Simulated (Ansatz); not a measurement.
Cell of (SrHfO3)5/(CaSnO3)5 cubic perovskite (001) superlattice on CaSnO3 (SrHfO3 and CaSnO3 held in this type, which need not be the stable form; untilted, as the cell's symmetry holds it, where a distortion can lie lower; ending in P4mm with a mean c/a of 1.04, so no longer cubic), with its geometry taken from a PBE run:

```yaml
crystal:
  lattice:
    - [4.06220, 0.00000, 0.00000]
    - [0.00000, 4.06220, 0.00000]
    - [0.00000, 0.00000, 42.17995]
  atoms:
    - { symbol: Sr, position: [0.00000, 0.00000, 0.00859] }
    - { symbol: O, position: [0.50000, 0.50000, 0.00049] }
    - { symbol: Hf, position: [0.50000, 0.50000, 0.05473] }
    - { symbol: O, position: [0.50000, 0.00000, 0.04870] }
    - { symbol: O, position: [0.00000, 0.50000, 0.04870] }
    - { symbol: Sr, position: [0.00000, 0.00000, 0.10985] }
    - { symbol: O, position: [0.50000, 0.50000, 0.10199] }
    - { symbol: Hf, position: [0.50000, 0.50000, 0.15617] }
    - { symbol: O, position: [0.50000, 0.00000, 0.14988] }
    - { symbol: O, position: [0.00000, 0.50000, 0.14988] }
    - { symbol: Sr, position: [0.00000, 0.00000, 0.21152] }
    - { symbol: O, position: [0.50000, 0.50000, 0.20357] }
    - { symbol: Hf, position: [0.50000, 0.50000, 0.25775] }
    - { symbol: O, position: [0.50000, 0.00000, 0.25147] }
    - { symbol: O, position: [0.00000, 0.50000, 0.25147] }
    - { symbol: Sr, position: [0.00000, 0.00000, 0.31311] }
    - { symbol: O, position: [0.50000, 0.50000, 0.30515] }
    - { symbol: Hf, position: [0.50000, 0.50000, 0.35930] }
    - { symbol: O, position: [0.50000, 0.00000, 0.35303] }
    - { symbol: O, position: [0.00000, 0.50000, 0.35303] }
    - { symbol: Sr, position: [0.00000, 0.00000, 0.41472] }
    - { symbol: O, position: [0.50000, 0.50000, 0.40672] }
    - { symbol: Hf, position: [0.50000, 0.50000, 0.46045] }
    - { symbol: O, position: [0.50000, 0.00000, 0.45415] }
    - { symbol: O, position: [0.00000, 0.50000, 0.45415] }
    - { symbol: Ca, position: [0.00000, 0.00000, 0.51858] }
    - { symbol: O, position: [0.50000, 0.50000, 0.50800] }
    - { symbol: Sn, position: [0.50000, 0.50000, 0.55851] }
    - { symbol: O, position: [0.50000, 0.00000, 0.55237] }
    - { symbol: O, position: [0.00000, 0.50000, 0.55237] }
    - { symbol: Ca, position: [0.00000, 0.00000, 0.61713] }
    - { symbol: O, position: [0.50000, 0.50000, 0.60628] }
    - { symbol: Sn, position: [0.50000, 0.50000, 0.65706] }
    - { symbol: O, position: [0.50000, 0.00000, 0.65108] }
    - { symbol: O, position: [0.00000, 0.50000, 0.65108] }
    - { symbol: Ca, position: [0.00000, 0.00000, 0.71565] }
    - { symbol: O, position: [0.50000, 0.50000, 0.70481] }
    - { symbol: Sn, position: [0.50000, 0.50000, 0.75560] }
    - { symbol: O, position: [0.50000, 0.00000, 0.74961] }
    - { symbol: O, position: [0.00000, 0.50000, 0.74961] }
    - { symbol: Ca, position: [0.00000, 0.00000, 0.81417] }
    - { symbol: O, position: [0.50000, 0.50000, 0.80335] }
    - { symbol: Sn, position: [0.50000, 0.50000, 0.85414] }
    - { symbol: O, position: [0.50000, 0.00000, 0.84816] }
    - { symbol: O, position: [0.00000, 0.50000, 0.84816] }
    - { symbol: Ca, position: [0.00000, 0.00000, 0.91252] }
    - { symbol: O, position: [0.50000, 0.50000, 0.90188] }
    - { symbol: Sn, position: [0.50000, 0.50000, 0.95279] }
    - { symbol: O, position: [0.50000, 0.00000, 0.94680] }
    - { symbol: O, position: [0.00000, 0.50000, 0.94680] }
```

The numbers are results of HSE06 with spin-orbit coupling (plane waves to 420 eV, PAW; Ansatz, a first-principles code), not measurements.  Its k-point mesh 4×4×1, Fermi–Dirac width 0.01 eV. HSE06 ran on meshes of its own (4×4×1); its edges and gaps are taken over the mesh and over extra points off it, mostly where PBE has its edges.

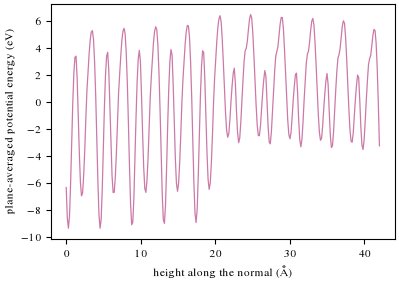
Smooth (PAW) electrostatic potential energy of an electron, averaged over planes, about its mean

The curve spans 15.8 eV over the stretch drawn.
